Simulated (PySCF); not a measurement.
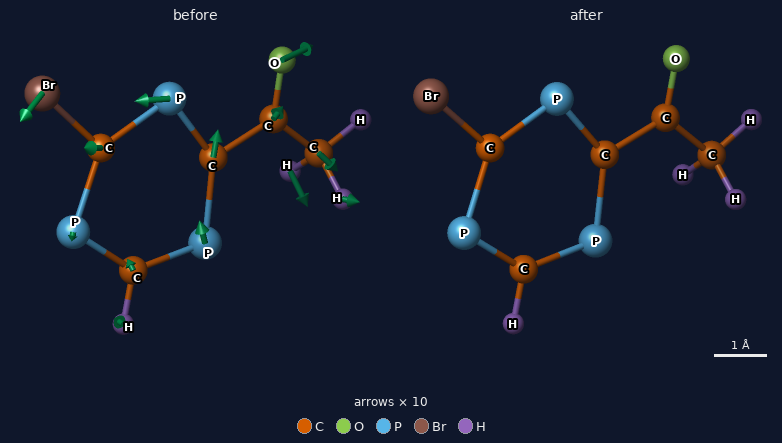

The structure of C5H4BrOP3 before (left) and after (right) a relaxation, at one scale. The green arrows give the displacements, magnified 10 times.

The picture is a ball-and-stick view, seen at a tilt.

The start comes from GFN2-xTB. Its atoms were then displaced at random by about 0.01 Å.

Computed with PySCF 2.14.0, density-fitted response routines, PBE0-D3(BJ)/def2-SVP geometry optimisation, gas phase. 

### Describe what moved and what it gained.

The O atom moves most after the best rigid fit: 0.098 Å. By element the largest moves are O 0.098 Å, Br 0.093 Å, H 0.079 Å, P 0.073 Å, C 0.058 Å. Some distances before and after: O–P 2.627 → 2.790 Å, C–C 1.466 → 1.507 Å, C–P 1.762 → 1.740 Å, C–P 1.744 → 1.723 Å. Among the angles between lasting bonds that change: C–C–P 105.6° → 110.3°, C–C–H 112.9° → 108.3°, P–C–P 136.9° → 132.7°. After 6 geometry steps the energy has fallen by 2.83 kcal/mol.
